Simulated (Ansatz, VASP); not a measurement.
## MgO: VASP beside Ansatz

One calculation is typed for both programs; each brings its own data sets. How far apart do they land? The cell is taken from a series of VASP runs on this material, whose earlier steps may have relaxed, scaled or displaced it; both programs get it as it stands. Valence electrons are named where the data sets of a main pair hold unlike numbers.

Method: plane waves, with VASP 6.6.1 beside it; band structure at PBE with D3(BJ), single point at PBE with D3(BJ) and dielectric response at PBE with D3(BJ), in Ansatz 0.2.0.

**1. The starting structure**

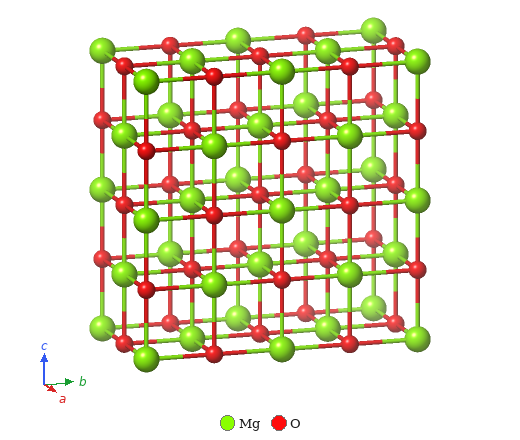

Start, viewed slightly off an axis; magnesium green, oxygen red. 1×2×2 cells are drawn. This picture shows the conventional cell, with its axes. Some periodic images of atoms are drawn too.

**2. Ansatz: band structure, PBE with D3(BJ)**

Ansatz runs on its default PAW (the set named soft_2) files.

The same path points are solved in both programs, so levels can be compared one by one.

File input.yaml:

```yaml
crystal:
  lattice:
    - [0.0, 2.1006853663, 2.1006853663]
    - [2.1006853663, 0.0, 2.1006853663]
    - [2.1006853663, 2.1006853663, 0.0]
  atoms:
    - { symbol: Mg, position: [0.0, 0.0, 0.0] }
    - { symbol: O, position: [0.5, 0.5, 0.5] }
hamiltonian:
  xc: pbe
  pseudopotentials: { kind: paw }
  dispersion: d3bj
kpoints:
  mp_grid: { grid: [9, 9, 9] }
  band_path:
    path:
      - [0.0, 0.0, 0.0]
      - [0.16667, 0.0, 0.16667]
      - [0.33333, 0.0, 0.33333]
      - [0.5, 0.0, 0.5]
      - [0.5, 0.08333, 0.58333]
      - [0.5, 0.18333, 0.68333]
      - [0.5, 0.25, 0.75]
      - [0.45, 0.3, 0.75]
      - [0.40833, 0.34167, 0.75]
      - [0.35, 0.35, 0.7]
      - [0.225, 0.225, 0.45]
      - [0.075, 0.075, 0.15]
      - [0.03333, 0.03333, 0.03333]
      - [0.23333, 0.23333, 0.23333]
      - [0.4, 0.4, 0.4]
      - [0.51667, 0.46667, 0.51667]
      - [0.55833, 0.38333, 0.55833]
      - [0.60833, 0.28333, 0.60833]
      - [0.60833, 0.25, 0.64167]
      - [0.55833, 0.25, 0.69167]
      - [0.51667, 0.25, 0.73333]
      - [0.5, 0.3, 0.7]
      - [0.5, 0.38333, 0.61667]
      - [0.5, 0.48333, 0.51667]
      - [0.475, 0.475, 0.55]
      - [0.425, 0.425, 0.65]
      - [0.38333, 0.38333, 0.73333]
      - [0.59167, 0.18333, 0.59167]
      - [0.55, 0.1, 0.55]
      - [0.5, 0.0, 0.5]
    npoints: 1
scf:
  occupations: { method: gaussian, width: 0.05 }
  n_extra_bands: 7
output:
  forces: true
  stress: true
  eigenvalues: true
```

Started as:

```bash
> ansatz run input.yaml --threads 2 --pin off --max-ram 4608MiB --backend cpu --events-out ev --progress --plain --runs-dir out
```

Numbers of over 12 decimals in the logs are rounded to 6 here.

Log:

```text
scf.n_extra_bands = 7 over 8 filled bands (N_el = 16.0): the run solves 15 bands
Engine: ansatz 0.2.0, x86_64-unknown-linux-gnu
Pseudopotentials: kind: paw
Pseudopotential: Mg, paw, valence charge 10, recommended cutoff 420 eV (normal), Mg.paw.azcp
Pseudopotential: O, paw, valence charge 6, recommended cutoff 420 eV (normal), O.paw.azcp
Functional definition: PBE
  parameter kappa = 0.804
  parameter beta = 0.066725
  exchange = pbe_x(kappa = kappa, mu = beta*pi^2/3)
  correlation = pbe_c(beta = beta)
Crystal: 2 atoms, lattice volume = 18.540 Å³
Basis set: ecut = 420 eV, 339 PW (Γ), exchange–correlation on 40×40×40 points (8 copies of the dense FFT grid, shifted against one another)
Bands: 15, of which v1, the nominal top of the filled ones, is band 8 counted from 1 (7 counted from 0)
Symmetry: 48 space group operations
Space group: Fm-3m (ITA 225), of the structure as read, at distance tolerance 2.6e-5 Å
k-points: 35 of 729
Non-local potential: Mg, projectors of the file, l = 0: 3, l = 1: 2, l = 2: 1
Non-local potential: O, projectors of the file, l = 0: 2, l = 1: 2, l = 2: 1
PAW form: soft (Blöchl's): semilocal exchange-correlation on the pseudo side does not see the compensation charge
PAW one-centre angular grid: Mg, 110 points (default); XC on 64 Gauss nodes
PAW one-centre angular grid: O, 110 points (default); XC on 64 Gauss nodes
Initial density: superposition of atomic densities (neutral atoms: chi_scale 0, normalization atom), corrected by the library's trained network
Initial wavefunctions: pseudopotential atomic-orbital guess
Functional: x = pbe(κ = 0.804, μ = 0.219515), c = pbe(β = 0.066725)
SCF iter   1: F=—  HF=-2494.716947 eV  |F-HF|=—  |Δ(HF+E_count)|=         —  Δρ=5.67e-4  dr2=6.81e-6  ethr=1.77e-3  ⟨swp⟩=5.3  Hψ=2828  notcnv=0  defer=18
preconditioner: auto → none  [insulator: Δε(μ)=4.816 eV  Ē_g=22.753 eV  σ=0.050 eV  W_gap=1.00  n_scr=8 (ndim 8)  ℏωp=24.4 eV  f_vac=0.000  D(μ)=0.00/eV (n_scr^D=0)  ε∞_Penn≈2.1]
SCF iter   2: F=—  HF=-2494.717154 eV  |F-HF|=—  |Δ(HF+E_count)|=   2.07e-4  Δρ=4.00e-4  dr2=1.35e-5  ethr=4.26e-8  ⟨swp⟩=3.5  Hψ=1299  notcnv=0  defer=44
SCF iter   3: F=—  HF=-2494.717176 eV  |F-HF|=—  |Δ(HF+E_count)|=   2.20e-5  Δρ=2.16e-4  dr2=3.52e-6  ethr=4.26e-8  ⟨swp⟩=2.6  Hψ=689  notcnv=0  defer=44
iter 4 did not close the SCF: its close was put off for the readings that it lacked (scf_convergence_deferred on its scf_iter line)
SCF iter   4: F=-2494.717191 eV  HF=-2494.717191 eV  |F-HF|=7.05e-8  |Δ(HF+E_count)|=   1.51e-5  Δρ=3.18e-5  dr2=8.03e-8  ethr=2.20e-8  ⟨swp⟩=2.2  Hψ=624  notcnv=0  defer=44
iter 5 did not close the SCF: its close was put off for the readings that it lacked (scf_convergence_deferred on its scf_iter line)
SCF iter   5: F=-2494.717191 eV  HF=-2494.717191 eV  |F-HF|=4.40e-9  |Δ(HF+E_count)|=   2.77e-8  Δρ=6.68e-6  dr2=4.61e-9  ethr=5.02e-10  ⟨swp⟩=2.3  Hψ=736  notcnv=0  defer=44
SCF iter   6: F=-2494.717191 eV  HF=-2494.717191 eV  |F-HF|=2.82e-10  |Δ(HF+E_count)|=   1.69e-9  Δρ=1.52e-6  dr2=1.68e-10  ethr=2.88e-11  ⟨swp⟩=4.7  Hψ=1968  notcnv=0
SCF 1 converged in 6 iterations: F = -2494.717191 eV  dr2 = 1.68e-10
  greatest PAW one-centre occupation: 1.000 electrons in one spin orbital (limit 2), on the Mg atom at site 0 (counted from 0), in its partial waves of l = 0
NSCF: frozen V_eff on 30 k-points
SCF converged after 6 iterations
Free energy (F): -2494.717191 eV
Harris-Foulkes:  -2494.717191 eV  (|F-HF|=2.82e-10)
Internal energy: -2494.717191 eV  (E = F + TS)
E sigma→0 (E₀):  -2494.717191 eV
Fermi energy:    10.639012 eV
--- Per-component energies (eV) ---
  E_band       = -290.935492
  E_kinetic    = 256.074619
  E_local      = -1597.614604  (includes V_loc(G=0)·N_el)
  E_nonlocal   = 142.830367
  E_hartree    = 552.662984
  E_xc         = -105.362775
  E_vxc        = -135.030866  (∫ρ·V_xc dr)
  E_paw        = -450.071578  (= ΣΔE_a)
  E_vpaw       = -62.522996  (= ΣTr[D̂ρ^β])
  E_aug_tail   = 0.002520  (compensation charges beyond the density's cutoff)
  E_ewald      = -1292.647755
  E_disp       = -0.590970  (pairwise vdW)
  E_smearing   = -0.000000  (= −TS)
  E_closure    = -0.000000  (closes the sum)
  Σ components = -2494.717191   (vs F -2494.717191, Δ=0.00e0)
--- Forces (eV/Å), atoms counted from 1 ---
  atom   1  Mg    -0.00000000     0.00000000    -0.00000000
  atom   2  O      0.00000000    -0.00000000     0.00000000
  max |Σ_I F_I| component: 1.50e-29 eV/Å
--- Stress (GPa, compression-positive) ---
        0.717609      -0.000000       0.000000
        0.000000       0.717609      -0.000000
        0.000000       0.000000       0.717609
  P = ⅓ Tr σ = 0.7176 GPa (7.176 kbar)
--- Band table (eV; the first three rows and the last of 35) ---
  k-point 0: bands = [... 4 lower, -9.0610, 8.2300, 8.2300, 8.2300, 13.0475, 24.0955, 24.0955, 24.0955, ... 3 higher]
  k-point 1: bands = [... 4 lower, -8.9251, 7.4484, 8.1468, 8.1468, 13.7975, 22.6442, 24.3886, 24.3886, ... 3 higher]
  k-point 2: bands = [... 4 lower, -8.5605, 5.9438, 7.9439, 7.9439, 15.1204, 21.0923, 24.9098, 24.9098, ... 3 higher]
  k-point 34: bands = [... 4 lower, -7.4616, 4.9582, 5.5575, 6.6095, 19.6243, 19.9024, 20.6298, 24.2710, ... 3 higher]
```

Run time: 0.87 s. Hardware: 2 threads of Intel Xeon at 2.80GHz (Skylake/Cascade Lake), shared host; peak memory 0.32 GiB; 1.5 s of CPU time.

The column dr2 measures how far the density is from self-consistency, as an energy; F and HF (Harris–Foulkes) agree once it is small.

**3. VASP: band structure, PBE with D3(BJ)**

The same cell, functional, mesh and smearing now go to VASP, with its own data sets.

Lines of VASP's logs that name or quote its potential files are left out, and so is its time.

File INCAR:

```
SYSTEM = MgO
PREC = Accurate
ENCUT = 520
EDIFF = 1E-06
NELM = 100
ISMEAR = 0
SIGMA = 0.05
LREAL = .FALSE.
ALGO = Normal
GGA = PE
IVDW = 12
NBANDS = 16
LORBIT = 11
LWAVE = .FALSE.
LCHARG = .FALSE.
KPAR = 2
```

File POSCAR:

```
MgO
1.0
    0.0000000000      2.1006853663      2.1006853663
    2.1006853663      0.0000000000      2.1006853663
    2.1006853663      2.1006853663      0.0000000000
Mg O
1 1
Direct
    0.0000000000      0.0000000000      0.0000000000
    0.5000000000      0.5000000000      0.5000000000
```

File KPOINTS:

```
Automatic mesh
0
Gamma
9 9 9
0 0 0
```

File KPOINTS_OPT:

```
Line mode
16
Line-mode
Reciprocal
  0.00000000   0.00000000   0.00000000 GAMMA
  0.50000000   0.00000000   0.50000000 X

  0.50000000   0.00000000   0.50000000 X
  0.50000000   0.25000000   0.75000000 W

  0.50000000   0.25000000   0.75000000 W
  0.37500000   0.37500000   0.75000000 K

  0.37500000   0.37500000   0.75000000 K
  0.00000000   0.00000000   0.00000000 GAMMA

  0.00000000   0.00000000   0.00000000 GAMMA
  0.50000000   0.50000000   0.50000000 L

  0.50000000   0.50000000   0.50000000 L
  0.62500000   0.25000000   0.62500000 U

  0.62500000   0.25000000   0.62500000 U
  0.50000000   0.25000000   0.75000000 W

  0.50000000   0.25000000   0.75000000 W
  0.50000000   0.50000000   0.50000000 L

  0.50000000   0.50000000   0.50000000 L
  0.37500000   0.37500000   0.75000000 K

  0.62500000   0.25000000   0.62500000 U
  0.50000000   0.00000000   0.50000000 X
```

PAW data sets: Mg and O (PBE family, release 64).

Started as:

```bash
> mpirun -np 2 vasp_std
```

Log:

```text
[banner, memory and clock lines left out]
running    2 mpi-ranks, on    1 nodes
 distrk:  each k-point on    1 cores,    2 groups
 distr:  one band on    1 cores,    1 groups

 POSCAR found type information on POSCAR MgO
 POSCAR found :  2 types and       2 ions
 LDA part: xc-table for (Slater+PW92), standard interpolation
 POSCAR, INCAR and KPOINTS ok, starting setup
 FFT: planning ... GRIDC
 FFT: planning ... GRID_SOFT
 FFT: planning ... GRID
 WAVECAR not read
 entering main loop
       N       E                     dE             d eps       ncg     rms          rms(c)
DAV:   1     0.183900930375E+02    0.18390E+02   -0.40929E+03  1192   0.441E+02
DAV:   2    -0.128092710669E+02   -0.31199E+02   -0.30327E+02  1488   0.121E+02
DAV:   3    -0.134618753289E+02   -0.65260E+00   -0.65235E+00  1320   0.138E+01
DAV:   4    -0.134631376739E+02   -0.12623E-02   -0.12623E-02  1480   0.699E-01
DAV:   5    -0.134631410854E+02   -0.34114E-05   -0.34114E-05  1344   0.337E-02    0.723E+00
DAV:   6    -0.119154377252E+02    0.15477E+01   -0.73959E+00  1248   0.112E+01    0.215E+00
DAV:   7    -0.119074784096E+02    0.79593E-02   -0.64508E-02  1264   0.159E+00    0.137E+00
DAV:   8    -0.119021686273E+02    0.53098E-02   -0.31755E-02  1192   0.138E+00    0.325E-01
DAV:   9    -0.119013616012E+02    0.80703E-03   -0.12630E-03  1400   0.187E-01    0.146E-01
DAV:  10    -0.119013008127E+02    0.60788E-04   -0.40680E-04  1248   0.120E-01    0.839E-03
DAV:  11    -0.119013037273E+02   -0.29146E-05   -0.41922E-06  1408   0.121E-02    0.509E-03
DAV:  12    -0.119013035791E+02    0.14819E-06   -0.18282E-07   752   0.226E-03
   1 F= -.12492141E+02 E0= -.12492141E+02  d E =-.224943E-21
 Start KPOINTS_OPT (optional k-point list driver)
k-point batch [1-35\160]
       N       E                     dE             ncg
DAV:   1     0.412910865116E+03   -0.10508E+05     1224
DAV:   2    -0.596821157129E+03   -0.10097E+04     1464
DAV:   3    -0.617934616899E+03   -0.21113E+02     1440
DAV:   4    -0.617983843082E+03   -0.49226E-01     1472
DAV:   5    -0.617984003394E+03   -0.16031E-03     1408
DAV:   6    -0.617984004018E+03   -0.62477E-06     1344
[...]
k-point batch [141-160\160]
       N       E                     dE             ncg
DAV:   1     0.535642610618E+04   -0.76572E+04      704
DAV:   2     0.478759921003E+04   -0.56883E+03      872
DAV:   3     0.477722109557E+04   -0.10378E+02      840
DAV:   4     0.477719664566E+04   -0.24450E-01      832
DAV:   5     0.477719656693E+04   -0.78735E-04      816
DAV:   6     0.477719656665E+04   -0.27294E-06      784
```

Parts of OUTCAR (step 3):

```text
ion  position               nearest neighbor table
   1  0.000  0.000  0.000-   2 2.10   2 2.10   2 2.10   2 2.10   2 2.10   2 2.10
   2  0.500  0.500  0.500-   1 2.10   1 2.10   1 2.10   1 2.10   1 2.10   1 2.10

  LATTYP: Found a face centered cubic cell.
 ALAT       =     4.2013707326

 Subroutine GETGRP returns: Found 48 space group operations
 (whereof 48 operations were pure point group operations)

The static configuration has the point symmetry O_h .

 Found     35 irreducible k-points:

   k-points           NKPTS =     35   k-points in BZ     NKDIM =     35   number of bands    NBANDS=     16

   dimension x,y,z NGX =    24 NGY =   24 NGZ =   24
   dimension x,y,z NGXF=    48 NGYF=   48 NGZF=   48

   ENCUT  =  520.0 eV  38.22 Ry    6.18 a.u.   5.52  5.52  5.52*2*pi/ulx,y,z

   NELECT =       8.0000    total number of electrons

 k-points in reciprocal lattice and weights: Automatic mesh
   0.00000000  0.00000000  0.00000000       0.001
   0.11111111  0.00000000  0.00000000       0.011
   0.22222222  0.00000000  0.00000000       0.011
   0.33333333  0.00000000  0.00000000       0.011
   0.44444444  0.00000000  0.00000000       0.011
   0.11111111  0.11111111  0.00000000       0.008
   0.22222222  0.11111111  0.00000000       0.033
   0.33333333  0.11111111  0.00000000       0.033
   0.44444444  0.11111111  0.00000000       0.033
[...]
-0.33333333  0.44444444  0.11111111       0.033
  -0.33333333  0.44444444  0.22222222       0.033

 average (electrostatic) potential at core
       1 -34.9331       2 -69.5043

 E-fermi :   3.5639

 k-point     1 :       0.0000    0.0000    0.0000
  band No.  band energies     occupation
      1     -14.0583      2.00000
      2       3.2446      2.00000
      3       3.2446      2.00000
      4       3.2446      2.00000
      5       8.0454      0.00000
      6      19.0875      0.00000
      7      19.0875      0.00000
      8      19.0875      0.00000
      9      23.0242      0.00000
    ...

 k-point     2 :       0.1111    0.0000    0.0000
  band No.  band energies     occupation
      1     -13.9265      2.00000
      2       2.4603      2.00000
      3       3.1609      2.00000
      4       3.1609      2.00000
      5       8.7972      0.00000
      6      17.6427      0.00000
      7      19.3822      0.00000
      8      19.3822      0.00000
      9      23.9818      0.00000
    ...

 k-point     3 :       0.2222    0.0000    0.0000
  band No.  band energies     occupation
      1     -13.5726      2.00000
      2       0.9521      2.00000
      3       2.9571      2.00000
      4       2.9571      2.00000
      5      10.1199      0.00000
      6      16.0936      0.00000
      7      19.9026      0.00000
      8      19.9026      0.00000
      9      23.3866      0.00000
    ...

 Edisp (eV)   -0.59084

  Total      -0.00208    -0.00208    -0.00208     0.00000    -0.00000    -0.00000
  in kB      -0.17983    -0.17983    -0.17983     0.00000    -0.00000    -0.00000
  external pressure =       -0.18 kB  Pullay stress =        0.00 kB

  energy-cutoff  :      520.00
  volume of cell :       18.54
      direct lattice vectors                 reciprocal lattice vectors
     0.000000000  2.100685366  2.100685366    -0.238017558  0.238017558  0.238017558
     2.100685366  0.000000000  2.100685366     0.238017558 -0.238017558  0.238017558
     2.100685366  2.100685366  0.000000000     0.238017558  0.238017558 -0.238017558

 POSITION                                       TOTAL-FORCE (eV/Angst)
 -----------------------------------------------------------------------------------
      0.00000      0.00000      0.00000         0.000000     -0.000000      0.000000
      2.10069      2.10069      2.10069        -0.000000      0.000000     -0.000000
 -----------------------------------------------------------------------------------
    total drift:                               -0.000000     -0.000000      0.000000

  FREE ENERGIE OF THE ION-ELECTRON SYSTEM (eV)
  ---------------------------------------------------
  free  energy   TOTEN  =       -12.4921413964 eV

  energy  without entropy=      -12.4921413964  energy(sigma->0) =      -12.49214140

 total charge
# of ion       s       p       d       tot
------------------------------------------
    1        0.150   0.181   0.081   0.412
    2        1.542   3.565   0.000   5.107
--------------------------------------------------
tot          1.692   3.747   0.081   5.519

[... 3 further parts left out ...]
```

The run ends at a pressure of -0.02 GPa.

**4. Side by side**

Known differences besides the potentials themselves: the data sets hold 16 valence electrons in Ansatz (on its default PAW (the set named soft_2) files) and 8 in VASP; the cutoff is 420 eV in Ansatz and 520 eV in VASP; VASP leaves aspherical gradient terms in its spheres out (LASPH is not set), Ansatz keeps them. Total energies have different zeros and are not compared.

The two programs side by side:

```csv
quantity,Ansatz,VASP,difference
pressure (GPa),0.72,-0.02,+0.74
pressure without Ansatz's Pulay correction (GPa),0.11,-0.02,+0.13
gap over the path points (eV),4.817,4.801,+0.016
```

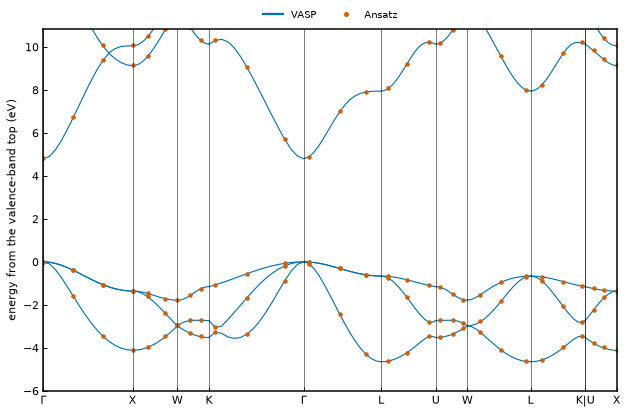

Bands from VASP (lines) and levels from Ansatz (dots). Dots without a line are higher empty bands that the VASP plot leaves out.

Levels at points of the path, from each program's valence-band top (eV; 3 filled, then empty):

```csv
k (reciprocal lattice),Ansatz,VASP
0.000 0.000 0.000,0.00 0.00 0.00 4.82 15.87,0.00 0.00 0.00 4.80 15.84
0.167 0.000 0.167,-1.59 -0.39 -0.39 6.72 12.76,-1.59 -0.39 -0.39 6.71 12.74
0.333 0.000 0.333,-3.44 -1.06 -1.06 9.38 10.07,-3.46 -1.06 -1.06 9.37 10.05
0.500 0.000 0.500,-4.08 -1.35 -1.35 9.16 10.07,-4.12 -1.36 -1.36 9.13 10.05
0.500 0.083 0.583,-3.95 -1.61 -1.46 9.58 10.49,-3.98 -1.62 -1.47 9.56 10.47
0.500 0.183 0.683,-3.45 -2.39 -1.71 10.83 11.74,-3.48 -2.40 -1.72 10.81 11.73
0.500 0.250 0.750,-2.96 -2.96 -1.78 11.71 11.71,-2.98 -2.98 -1.78 11.70 11.70
0.450 0.300 0.750,-3.29 -2.72 -1.56 10.94 12.08,-3.32 -2.73 -1.57 10.92 12.07
0.408 0.342 0.750,-3.45 -2.71 -1.25 10.33 11.92,-3.48 -2.72 -1.26 10.31 11.90
0.350 0.350 0.700,-3.25 -3.05 -1.06 10.32 12.34,-3.27 -3.06 -1.07 10.30 12.33
```

Among the levels compared at these points, filled levels agree within 34 meV and empty ones within 28 meV. Ansatz's pressure holds a Pulay correction of 0.60 GPa; VASP's holds none.

**5. What the set-up changes**

Further runs change the set-up of one program: Ansatz's method, potentials or start, or VASP's data sets, cutoff or form of LDA. The table gives Ansatz less VASP for each quantity, since a change that brings one quantity closer may part another.

```csv
run,pressure (GPa),gap over the path points (eV)
as above,0.74,0.016
Ansatz's all-electron LAPW method,0.80,0.011
```

**6. VASP: single point, PBE with D3(BJ)**

With cell and atoms fixed, the geometry can't cause a difference; cores, projectors, grids and the points listed under the comparison can.

Changes to INCAR since step 3:

```diff
@@ -5,3 +5,3 @@
 NELM = 100
-ISMEAR = 0
+ISMEAR = -5
 SIGMA = 0.05
@@ -16 +16,2 @@
 KPAR = 2
+NEDOS = 2001
```

POSCAR is that of step 3.

File KPOINTS:

```
Automatic mesh
0
Gamma
13 13 13
0 0 0
```

Started as:

```bash
> mpirun -np 2 vasp_std
```

Log:

```text
[... set-up lines as in an earlier step ...]
 entering main loop
       N       E                     dE             d eps       ncg     rms          rms(c)
DAV:   1     0.149512935596E+02    0.14951E+02   -0.42568E+03  3000   0.439E+02
DAV:   2    -0.129768106240E+02   -0.27928E+02   -0.27292E+02  3712   0.114E+02
DAV:   3    -0.134621235952E+02   -0.48531E+00   -0.48513E+00  3128   0.121E+01
DAV:   4    -0.134631306076E+02   -0.10070E-02   -0.10070E-02  3552   0.615E-01
[...]
DAV:  10    -0.119012943804E+02    0.60756E-04   -0.40295E-04  3056   0.119E-01    0.826E-03
DAV:  11    -0.119012973466E+02   -0.29662E-05   -0.42179E-06  3456   0.122E-02    0.506E-03
DAV:  12    -0.119012972038E+02    0.14280E-06   -0.17876E-07  1824   0.224E-03
   1 F= -.12492135E+02 E0= -.12492135E+02  d E =0.000000E+00
```

From OUTCAR (step 6):

```text
 Edisp (eV)   -0.59084

  Total      -0.00203    -0.00203    -0.00203     0.00000    -0.00000     0.00000
  in kB      -0.17571    -0.17571    -0.17571     0.00000    -0.00000     0.00000
  external pressure =       -0.18 kB  Pullay stress =        0.00 kB

 POSITION                                       TOTAL-FORCE (eV/Angst)
 -----------------------------------------------------------------------------------
      0.00000      0.00000      0.00000         0.000000     -0.000000      0.000000
      2.10069      2.10069      2.10069        -0.000000      0.000000      0.000000
 -----------------------------------------------------------------------------------
    total drift:                               -0.000000     -0.000000      0.000000

  FREE ENERGIE OF THE ION-ELECTRON SYSTEM (eV)
  ---------------------------------------------------
  free  energy   TOTEN  =       -12.4921350211 eV

  energy  without entropy=      -12.4921350211  energy(sigma->0) =      -12.49213502

[... 1 part as in an earlier step ...]

[... 2 further parts left out ...]
[key lines of the parts left out:]
E-fermi :   3.2453
```

The gap is read on the k-mesh alone, so it is an upper bound where the band edges lie off the mesh.

(Continued in part 2 of 2.)

[Lines on the potential files, build, host, timing and source positions are cut from VASP's logs without a mark.]

[Logs are printed without paths, hosts, clocks, repeated set-up lines and the standing remarks that a program may print on its own settings, such as how far it seeks lower states.]

[Hosts, paths, dates, database ids (printed as entryN), source tags and the programs' standing remarks are cut or masked in the printed files.]
